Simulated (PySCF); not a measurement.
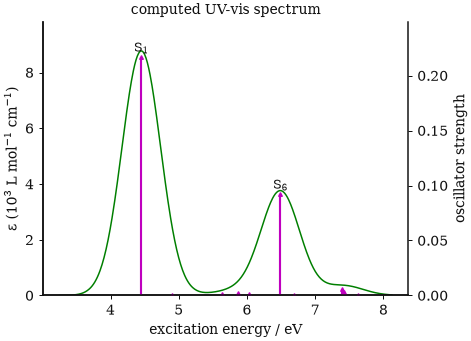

Vertical TDDFT excitations, ωB97X-D/def2-SVPD with PySCF 2.14.0, at a PBE0-D3(BJ)/def2-SVP geometry (no frequency check), gas phase. Only the first 10 singlet excitations are included; each is broadened by a Gaussian of 1/e half-width 0.40 eV. Sticks give oscillator strengths (right axis).

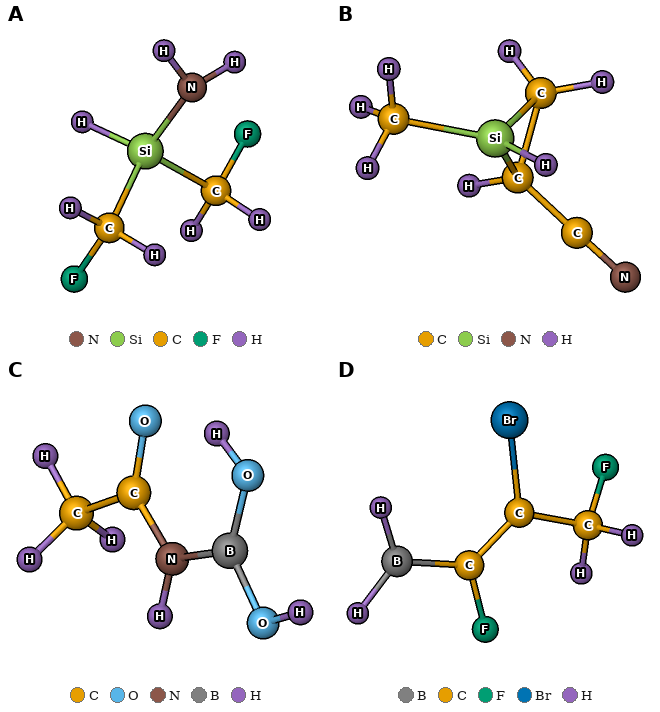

### Whose absorption spectrum is this? Choose among the lettered structures.

Structure D, C₃H₄BBrF₂, SMILES B/C(F)=C(\Br)CF. Its lowest singlet lies at 4.45 eV (f = 0.217) and the brightest of those computed is S1 at 4.45 eV (279 nm), f = 0.217, mainly HOMO → LUMO (98 %).

Known limits of this run: spin-orbit coupling is left out, and with Br it can shift these levels and split any degenerate set; one conformer of a flexible molecule; core orbitals are frozen in the response.
